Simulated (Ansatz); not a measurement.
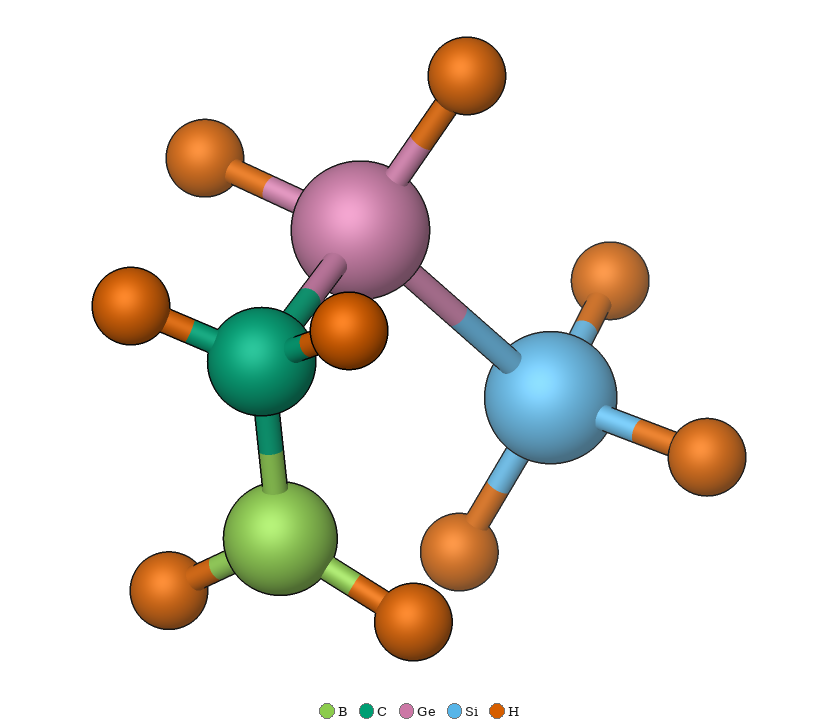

The picture shows a molecular structure as a ball-and-stick model. Every bond is drawn as one stick, whatever its order.

Give the formula.

Answer. CH9BGeSi, 13 atoms: 1 carbon, 9 hydrogen, 1 boron, 1 germanium and 1 silicon.

What is the point group of this geometry?

Answer. C1.

How many bonds of each kind are drawn?

Answer. 3 Si–H, 2 B–H, 2 C–H, 2 Ge–H, 1 C–B, 1 C–Ge, 1 Ge–Si.

Name some functional groups or characteristic bonds that it holds.

Answer. Among them: Si–H bond, B–H bond.

Write the SMILES.

Answer. B[CH2][GeH2][SiH3]

The parts below concern this one geometry. Atoms keep their numbers from picture to picture. The geometry was computed by an optimisation with PBE0-D4/def2-TZVP. No frequency run is at hand to confirm it as a minimum.

## Electronic properties

No frequency run is at hand to confirm it as a minimum. Level of theory: RKS PBE0-D4/def2-TZVPP (Ansatz 0.2.0).

Give the LUMO energy (Kohn–Sham orbital) at this level.

Answer. −1.11 eV.

Give the dispersion correction at this level.

Answer. −23.9 kJ/mol.

Give the HOMO energy (Kohn–Sham orbital) at this level.

Answer. −8.22 eV.

## Dipole moment

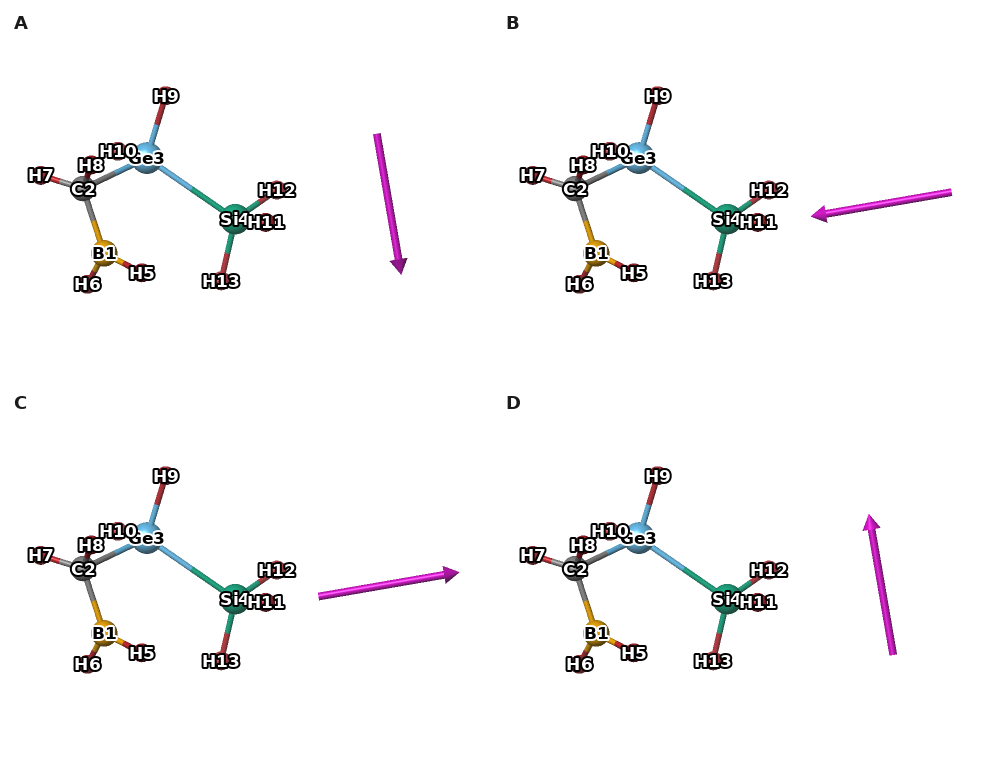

The same molecule four times, each with an arrow. No frequency run is at hand to confirm it as a minimum. Method: RKS B3LYP-D4/def2-TZVPP (Ansatz 0.2.0).

Which arrow points along the dipole moment, from the negative to the positive end?

Answer. D. The dipole moment is 0.97 D; it points from the side of H13 to the side of H9 (the outermost atoms at the two ends).

## Charges

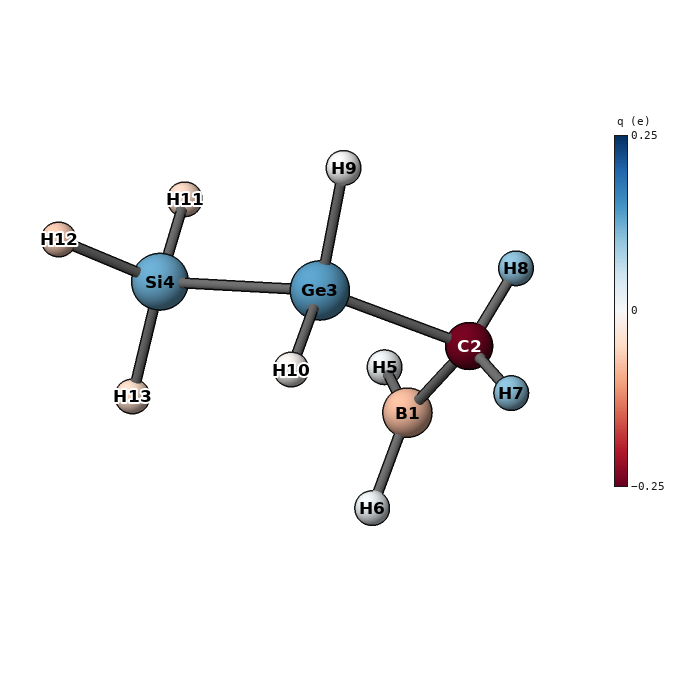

Atoms are coloured by their Mulliken charges. No frequency run is at hand to confirm it as a minimum. Method: RKS r2SCAN-D4/def2-TZVPP (Ansatz 0.2.0).

Which atom carries the highest charge (most positive or least negative)?

Answer. Ge3 (0.13 e).

And the lowest?

Answer. C2 (−0.24 e).

List the Mulliken charges.

| atom | value (e) |
| --- | --- |
| B1 | −0.08 |
| C2 | −0.24 |
| Ge3 | 0.13 |
| Si4 | 0.12 |
| H5 | 0.01 |
| H6 | 0.01 |
| H7 | 0.10 |
| H8 | 0.10 |
| H9 | 0.00 |
| H10 | −0.01 |
| H11 | −0.05 |
| H12 | −0.06 |
| H13 | −0.05 |

Mulliken values depend strongly on the basis set and can even reverse the polarity of a bond.
